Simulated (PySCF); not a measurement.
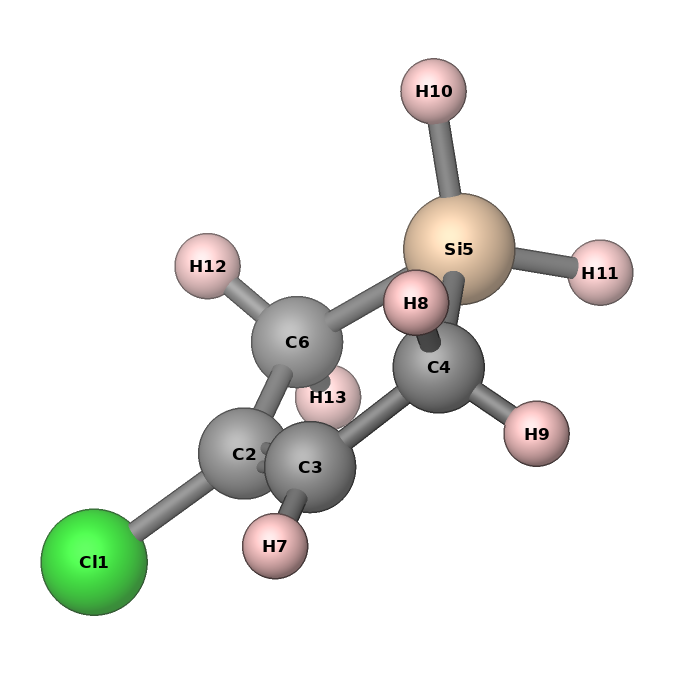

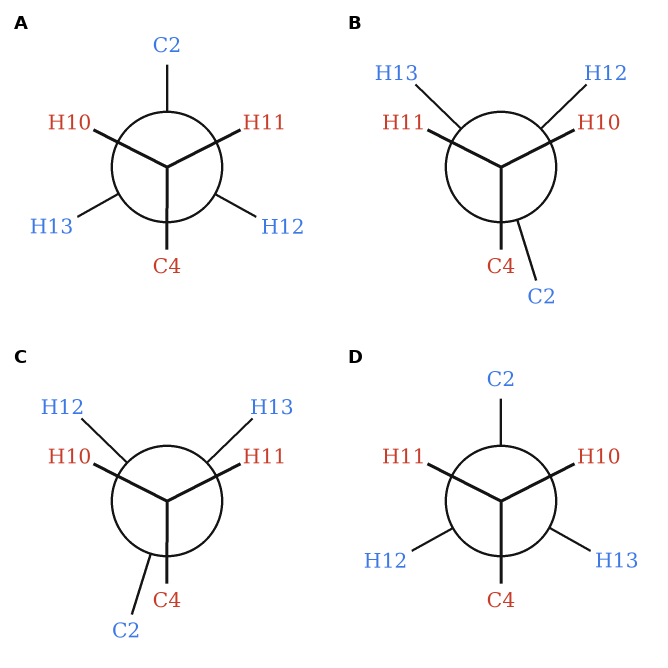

Atoms fade into the background with distance from the viewer. Bonds that would overlap in a projection are set slightly apart. Computed geometry: GFN2-xTB optimisation. No frequency run is at hand to confirm it as a minimum.

### Which Newman projection shows the view along Si5–C6, with Si5 in front?

C. The torsion angle C4–Si5–C6–C2 is 0°, synperiplanar (eclipsed).
